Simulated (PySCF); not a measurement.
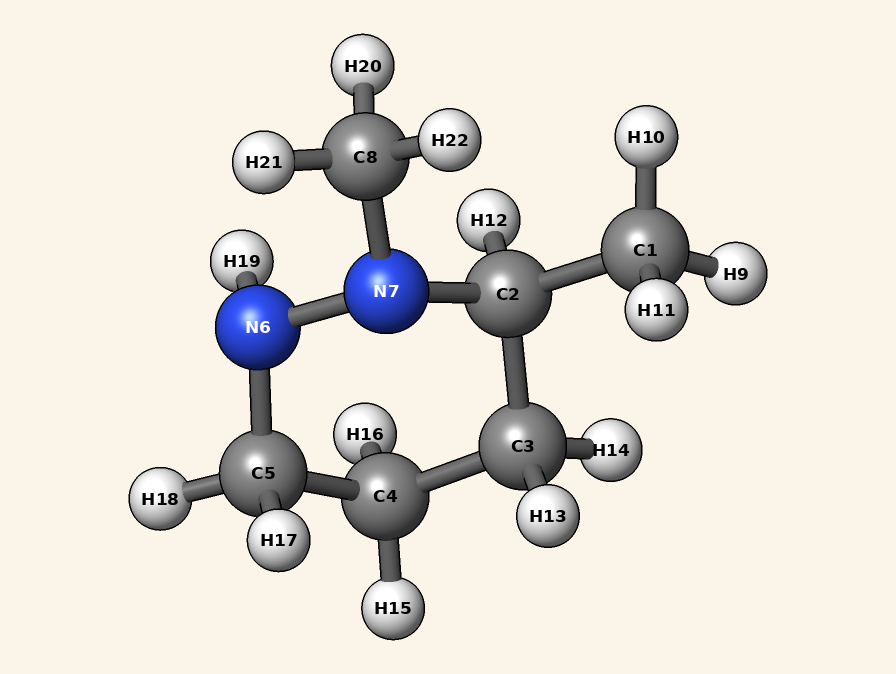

Every bond is drawn as one stick. The geometry was computed by an optimisation with GFN2-xTB. No frequency run is at hand to confirm it as a minimum. Method: PBE0/pcSseg-1 (PySCF 2.14.0).

List the Mayer bond orders of C1–C2, C2–C3, C2–N7, C3–C4, C4–C5, C5–N6, N6–N7, N7–C8 (bonds between heavy atoms, one of each equivalent set).

```csv
bond,Mayer order,length (Å)
C1–C2,1.04,1.525
C2–C3,1.00,1.535
C2–N7,0.90,1.464
C3–C4,1.05,1.526
C4–C5,1.03,1.530
C5–N6,0.98,1.448
N6–N7,0.99,1.419
N7–C8,0.96,1.446
```
